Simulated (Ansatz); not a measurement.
# GeH₅NO: what the fields show

Input file:

```
crystal:
  periodic: [false, false, false]
  atoms:
    - {symbol: Ge, position_ang: [-1.115350, 0.126307, 0.039436]}
    - {symbol: N, position_ang: [1.011778, -0.099087, -0.013017]}
    - {symbol: O, position_ang: [-1.453600, -0.763031, -1.314851]}
    - {symbol: H, position_ang: [1.045504, -0.673310, -0.854118]}
    - {symbol: H, position_ang: [-1.135496, 1.679179, 0.067209]}
    - {symbol: H, position_ang: [-1.321613, -0.406957, 1.483622]}
    - {symbol: H, position_ang: [1.423622, -0.612846, 0.758537]}
    - {symbol: H, position_ang: [1.545152, 0.749845, -0.166920]}
basis:
  gaussian: {orbitals: def2-TZVPP}
hamiltonian: {xc: pbe0, dispersion: d4}
output: {orbitals: {seedname: orbitals}}
```

Command:

```sh
ansatz run in.yaml --threads 4 --pin off --events-out ev --progress --plain --max-ram 9574MiB
```

The product side of a reaction path; geometry: PBE0-D4/def2-TZVP.

Computed with Ansatz 0.2.0, RKS PBE0-D4/def2-TZVPP.

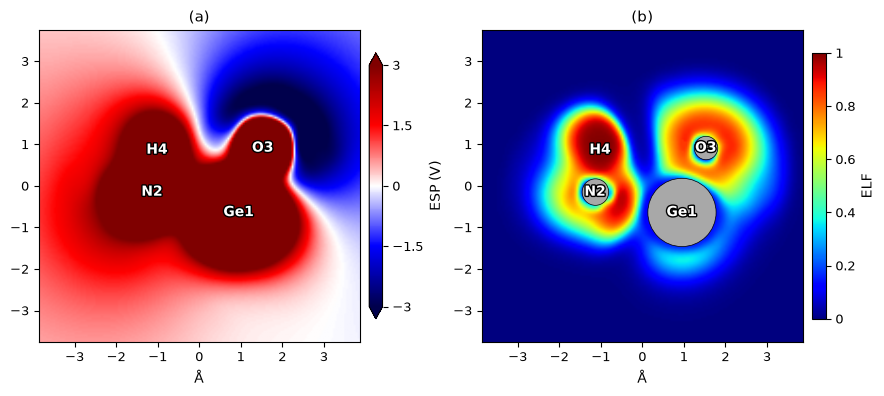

Figure 1. (a) electrostatic potential; (b) electron localisation function on the plane of atoms Ge1, N2 and H4. Grey discs cover the atomic cores in the ELF map.

### What does the map show?

Atoms in the plane: Ge, N, O and H.
Ge–O (1.66 Å): the ELF peaks at about 0.75 in the valence shell of O, 0.6 Å from its nucleus, and is about 0.30 at the midpoint.
Ge–N (2.14 Å): the ELF peaks at about 0.95 in the valence shell of N, 0.7 Å from its nucleus, and is about 0.45 at the midpoint.
N–H (1.02 Å): the ELF climbs to about 1 towards the hydrogen, as it does in any bond to H (an ordinary covalent bond to hydrogen).
The ELF also peaks beside O3, away from the bonds: lone-pair regions.
Outside the dense part of the molecule the potential is most negative (−3.7 V) near O3.

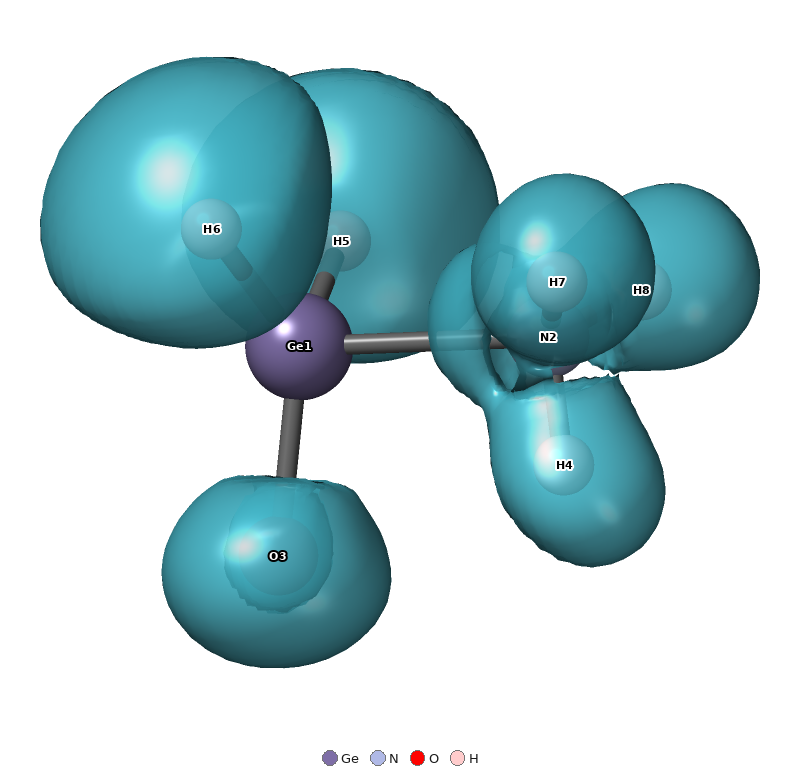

Figure 2. Isosurface of the ELF at 0.75 (cyan), seen at a tilt. Core shells and regions of very low density are left out.

### Identify the bonds, lone pairs and shells in this picture.

At this value the surface marks out two regions around hydrogen nuclei, one region wrapped around O (its valence shell) and one joined region spread over several atoms (H, N), in which their bonds and any lone pairs are merged.

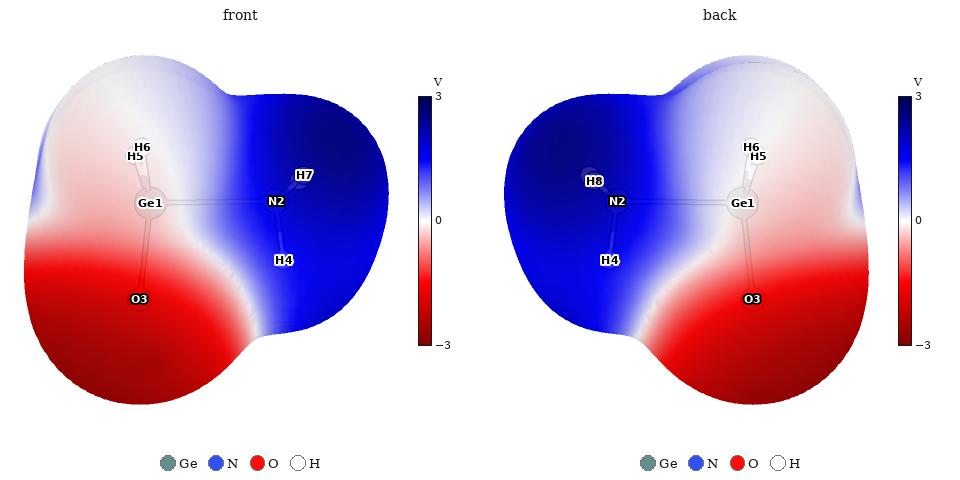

Figure 3. The molecular electrostatic potential painted on the density surface at 0.001 e/bohr³, seen from the front and from behind; the colour scale runs from red (negative) to blue (positive).

### Which sites attract a positive test charge, and which a negative one?

A positive charge is drawn to the negative regions and a negative charge to the positive ones. The most negative region (about −2.7 V) lies over O3, the most positive (about +2.5 V) over H7 and H8. O3 is the likeliest acceptor of a hydrogen bond.
